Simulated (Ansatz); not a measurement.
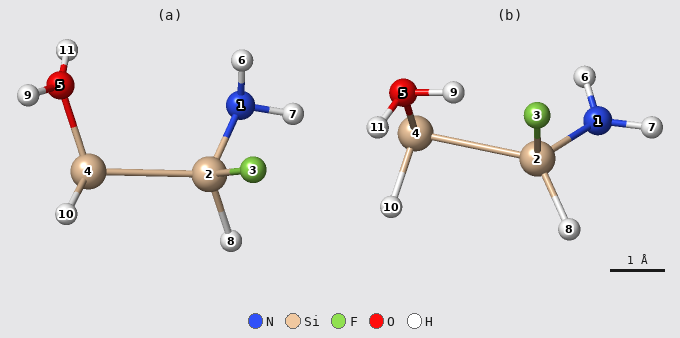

The structure of Si2NH6OF before (left) and after (right) a relaxation, at one scale.

Style: ball-and-stick. Shown at a tilt.

The run prepares an end point of a later path (hydrogen shift) calculation, from a guessed geometry.

Theory: RKS BLYP-D4/def2-SVP in Ansatz.

The input:
```yaml
crystal:
  periodic: [false, false, false]
  atoms:
    - { symbol: "N", position_ang: [0.0958, 1.631, 0.824] }
    - { symbol: Si, position_ang: [0.9526, 0.3314, 0.2623] }
    - { symbol: F, position_ang: [1.4738, -0.327, 1.6002] }
    - { symbol: Si, position_ang: [-0.2714, -1.1833, -0.9773] }
    - { symbol: O, position_ang: [-1.8697, -1.3488, -0.3368] }
    - { symbol: H, position_ang: [-0.5276, 1.3656, 1.586] }
    - { symbol: H, position_ang: [0.7315, 2.3294, 1.2405] }
    - { symbol: H, position_ang: [2.131, 0.8894, -0.5255] }
    - { symbol: H, position_ang: [-1.95688, -2.33254, -0.40573] }
    - { symbol: H, position_ang: [0.2973, -2.5318, -1.0071] }
    - { symbol: H, position_ang: [-2.4318, -0.5414, -0.3281] }
basis:
  gaussian: { orbitals: def2-SVP }
hamiltonian:
  xc: blyp
  dispersion: d4
relax:
  f_tol: 0.02
  max_steps: 50
output:
  orbitals: {}
```

Run as
```bash
ansatz run input.yaml --threads 2 --pin off --max-ram 3072MiB --backend cpu --events-out ev --progress --plain --runs-dir out
```

Q: Summarise the run.

A: The largest move after the best rigid fit is that of H11, 2.40 Å. Largest moves by element: H 2.40 Å, F 1.49 Å, Si 1.29 Å, O 0.59 Å, N 0.47 Å. Some distances before and after: Si4–O5 1.730 → 2.096 Å, Si2–F3 1.580 → 1.738 Å, Si2–Si4 2.308 → 2.434 Å, Si4–H10 1.464 → 1.549 Å. Bond angles that change, for instance: H9–O5–H11 140.0° → 105.2°, Si2–Si4–O5 110.7° → 85.0°, Si2–Si4–H10 114.2° → 90.5°. After 36 accepted moves (40 points after the start) the energy has fallen by 68.3 kcal/mol. Largest force component: 4.1 eV/Å at the start, 0.0086 eV/Å at the end. The line search rejected the trial steps at points 15, 30, 34, 39 of the run. Cost: 110 s on 2 threads of Arm Neoverse V1 (shared host), peak memory 0.15 GiB.
